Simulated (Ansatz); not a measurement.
Three curves of one kind of scan: energy against volume (even scaling of the relaxed cell, symmetry kept). Method: PBE (plane waves to 420 eV, PAW, scalar-relativistic; Ansatz, a program for electronic structure). Each is measured from its own zero (the relaxed starting cell). 

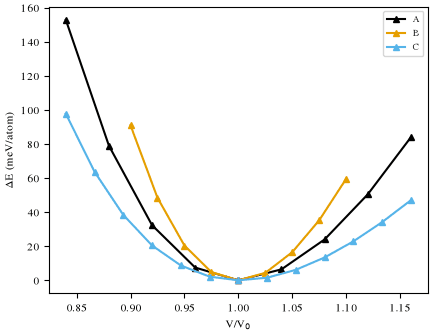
*Curves A, B and C.*

Task: Which curve belongs to the crystal with a fitted bulk modulus at fixed cell shape of 26.2 GPa and a relaxed volume of 31.43 Å³/atom?

Result: Curve C, Tl (hcp, Mg type): near the minimum ΔE ≈ ½·B₀·V₀·(V/V₀ − 1)², with B₀·V₀ = 5.1 eV/atom.

All were relaxed with their symmetry unable to fall. Relaxed Co2Si ends ferromagnetic. Spin-orbit coupling is left out. The relaxed volume of Tl is well above the measured one; the method has no dispersion term. The magnetic order is the one the run started from; other orders were not tried. (This holds for the magnetic or f-shell members.)

(A scan under strain: stresses follow from slopes of the energy per volume, elastic moduli from its curvatures.)
